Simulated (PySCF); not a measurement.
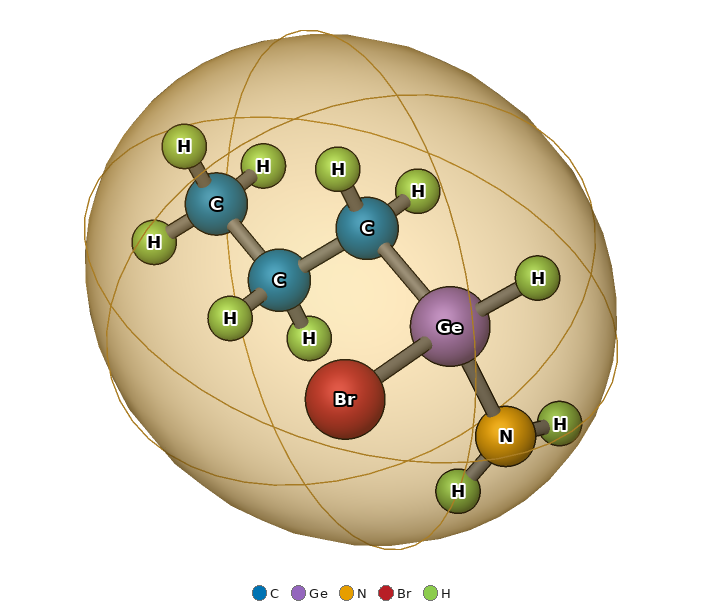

The ellipsoid shows the static dipole polarisability: its half-axes are proportional to the principal values. Computed geometry: GFN2-xTB optimisation. No frequency run is at hand to confirm it as a minimum. Level of theory: ωB97X-D/def2-SVPD (PySCF 2.14.0).

How large and how anisotropic is the polarisability?

Answer. Principal values 84.8, 95.4, 110.0 bohr³; mean 96.7 bohr³ (14.33 Å³); anisotropy 21.8 bohr³, so the longest axis is 1.30 times the shortest.

The geometry is semi-empirical. Around Br, Ge such bond lengths and angles can be off by a tenth of an ångström or more and by several degrees, and values that hang on the shape move with them.
